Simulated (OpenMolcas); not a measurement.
# C8H7N (SMILES c1ccc2[nH]ccc2c1): HF/6-31G(d,p) (RICD fitting, spherical functions)

Aim: the energy change on altering one bond length of C8H7N at HF/6-31G** (RICD fitting, spherical functions), from 2 runs. 

The calculation is run with OpenMolcas 26.06.

### 1 Starting point

C8H7N: 16 atoms, total charge 0, spin state singlet. SMILES: `c1ccc2[nH]ccc2c1`. The coordinates come from a GFN2-xTB relaxation.

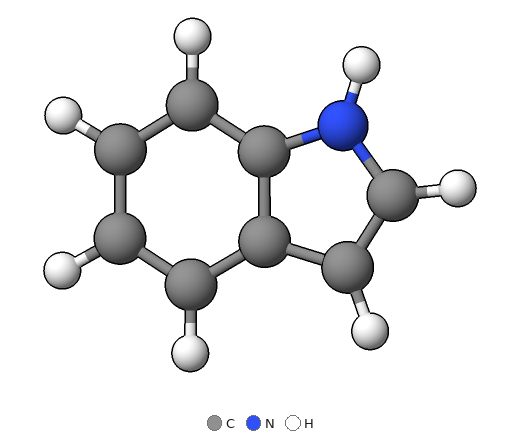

The structure, seen from a chosen angle (carbon grey, nitrogen blue, hydrogen white).

### 2 Energy and forces at HF/6-31G(d,p) (RICD fitting, spherical functions)

Input file job.input:

```
&gateway
  baslib=$CurrDir
  coord
  16
  bohr
  C      0.79519675    -2.66404140     3.05837055
  C      2.85282504    -2.62324222     1.40162876
  C      2.86134771    -1.09740176    -0.70896855
  C      0.74768904     0.40003612    -1.13209713
  N      0.22268533     2.06860760    -3.02800266
  C     -2.11600193     3.09389741    -2.62312883
  C     -3.14191535     2.11598303    -0.47883770
  C     -1.35175889     0.37960818     0.52838632
  C     -1.30447794    -1.18487718     2.64947162
  H      0.86866930    -3.89037917     4.68912861
  H      4.46438348    -3.81407203     1.78966513
  H      4.45143886    -1.06472839    -1.98965484
  H      1.37084513     2.48189070    -4.48484922
  H     -2.87839304     4.46043396    -3.91432200
  H     -4.95346350     2.56596462     0.30757182
  H     -2.88906999    -1.22767947     3.93563811
  basis=6-31Gss
  group=NoSym
  ricd

&seward

&scf
  prorbitals=1 1

&alaska
```

The basis set 6-31G** is read from a file made from the Basis Set Exchange's data (not shown).

Started as:

```sh
export MOLCAS_MEM=1860
pymolcas job.input > job.log
```

What it wrote:

```text
--- Start Module: gateway ---
[...]
--- Stop Module: gateway /rc=_RC_ALL_IS_WELL_ ---
[...]
      Basis functions          161
[...]
--- Start Module: scf ---
[...]
       Convergence after  13 Iterations
[...]
::    Total SCF energy                               -361.4810465282
[...]
      Total spin, S                                     0.0000000000
[...]
      Total electronic charge=   62.000000
      Total            charge=   -0.000000
[...]
      Dipole Moment (debye):
      Origin of the operator (angstrom)=   -0.0196    0.0430   -0.0440
                   X=  4.7619E-01               Y=  1.0401E+00               Z= -1.8023E+00           Total=  2.1347E+00
      Quadrupole Moment (debye*angstrom):
[...]
--- Stop Module: scf /rc=_RC_ALL_IS_WELL_ ---
[...]
--- Start Module: alaska ---
[...]
 *              Molecular gradients               *
 **************************************************
  Irreducible representation: a
 ------------------------------------------------------------------------------------------
                              X                       Y                       Z
 ------------------------------------------------------------------------------------------
  C1                2.80757135545029E-03    3.73789572962036E-03   -7.10944917315537E-03
  C2               -4.69270374892794E-03    4.68219740541009E-04    2.90052294231202E-03
  C3               -4.66843002211981E-03    1.77905723634475E-03    1.19829565317175E-03
  C4                7.67706378572086E-03    3.15219518819765E-03   -1.03819339504820E-02
  N5               -8.97175075264744E-03   -3.97404967046633E-03    1.22304276408070E-02
  C6                8.54441925399207E-03    7.78821158296417E-04   -7.52334664390908E-03
  C7                4.06582287487645E-03   -1.14019872798190E-02    1.23041251599405E-02
  C8               -1.47406092774691E-02    4.42065777286349E-03    5.58136592185932E-03
[...]
--- Stop Module: alaska /rc=_RC_ALL_IS_WELL_ ---
[...]
```

Wall time 37 s (1 thread of Arm Neoverse N1, shared host); peak memory 0.32 GiB.

### 3 The distorted shape, same level

Input file job.input:

```
&GATEWAY
BasLib = $CurrDir
Coord
16
bohr
C     -0.81632578    -1.47323805     2.67034364
C      1.24130251    -1.43243886     1.01360185
C      1.24982517     0.09340160    -1.09699546
C     -0.86383350     1.59083948    -1.52012404
N     -1.38883721     3.25941096    -3.41602957
C     -3.72752447     4.28470076    -3.01115575
C     -4.75343788     3.30678639    -0.86686462
C     -2.96328143     1.57041154     0.14035941
C     -2.91600048     0.00592618     2.26144470
H     -0.74285323    -2.69957581     4.30110170
H      4.46438348    -3.81407203     1.78966513
H      2.83991632     0.12607497    -2.37768176
H     -0.24067741     3.67269406    -4.87287613
H     -4.48991557     5.65123731    -4.30234892
H     -6.56498604     3.75676798    -0.08045509
H     -4.50059253    -0.03687612     3.54761120
Basis = 6-31Gss
Group = NoSym
RICD
&SEWARD
&SCF
PrOrbitals = 1 1
&ALASKA
```

The basis set 6-31G** is read from a file made from the Basis Set Exchange's data (not shown).

Started as:

```sh
export MOLCAS_MEM=1860
pymolcas job.input > job.log
```

What it wrote:

```text
--- Start Module: gateway ---
[...]
--- Stop Module: gateway /rc=_RC_ALL_IS_WELL_ ---
[...]
      Basis functions          161
[...]
--- Start Module: scf ---
[...]
       Convergence after  14 Iterations
[...]
::    Total SCF energy                               -361.2915810212
[...]
      Total spin, S                                     0.0000000000
[...]
      Total electronic charge=   62.000000
      Total            charge=   -0.000000
[...]
      Dipole Moment (debye):
      Origin of the operator (angstrom)=   -0.8650    0.6677   -0.2475
                   X= -1.1441E+00               Y=  2.2933E+00               Z= -2.2700E+00           Total=  3.4236E+00
      Quadrupole Moment (debye*angstrom):
[...]
--- Stop Module: scf /rc=_RC_ALL_IS_WELL_ ---
[...]
--- Start Module: alaska ---
[...]
 *              Molecular gradients               *
 **************************************************
  Irreducible representation: a
 ------------------------------------------------------------------------------------------
                              X                       Y                       Z
 ------------------------------------------------------------------------------------------
  C1               -1.51921147485858E-02    2.20745053176250E-02   -1.84050810642189E-02
  C2               -2.80946439803493E-02    1.74253466200387E-02   -2.26234570050821E-03
  C3               -2.81789907063690E-02    1.50659247386147E-02    1.15322901178594E-03
  C4                1.20717182702883E-02    4.09486398863135E-03   -1.50828479610929E-02
  N5               -1.05823709054373E-02   -3.23060352302740E-03    1.24541712084909E-02
  C6                7.88737709376353E-03    1.64792688028026E-03   -8.21179626574775E-03
  C7                4.25281700011837E-03   -1.11967784165654E-02    1.18762655976505E-02
  C8               -1.35605148849258E-02    3.55064122135607E-03    5.86305112788521E-03
[...]
--- Stop Module: alaska /rc=_RC_ALL_IS_WELL_ ---
[...]
```

It took 39 s on 1 thread of Arm Neoverse N1, shared host; peak memory 0.32 GiB.

### 4 What came out

At HF/6-31G** (RICD fitting, spherical functions):

```
                                                          quantity          value
                                         first shape: total energy  -361.48105 Eh
                                        first shape: dipole moment         2.13 D
                                          first shape: HOMO energy       -7.50 eV
                                          first shape: LUMO energy        3.70 eV
                                        first shape: HOMO–LUMO gap       11.20 eV
                             first shape: largest force on an atom     0.888 eV/Å
                                     distorted shape: total energy  -361.29158 Eh
                                    distorted shape: dipole moment         3.42 D
                                      distorted shape: HOMO energy       -7.89 eV
                                      distorted shape: LUMO energy        1.62 eV
                                    distorted shape: HOMO–LUMO gap        9.51 eV
                         distorted shape: largest force on an atom     4.306 eV/Å
energy change with the C2–H11 bond stretched from 1.080 to 2.160 Å       5.156 eV
```

One bond (distorted shape) is far stretched, which a spin-restricted single reference describes badly; a broken-symmetry solution may lie lower. With the C2–H11 bond stretched from 1.080 to 2.160 Å the energy rises by 5.16 eV (497 kJ/mol). The first shape isn't relaxed at this level, so the change isn't measured from a minimum. A restricted reference can't describe the breaking bond well at this length. The largest force (first shape) is 0.89 eV/Å: the shape isn't a stationary point for this species at this level. Mulliken charges (first shape) run from -0.75 on N5 to +0.32 on H13; they depend strongly on the basis.
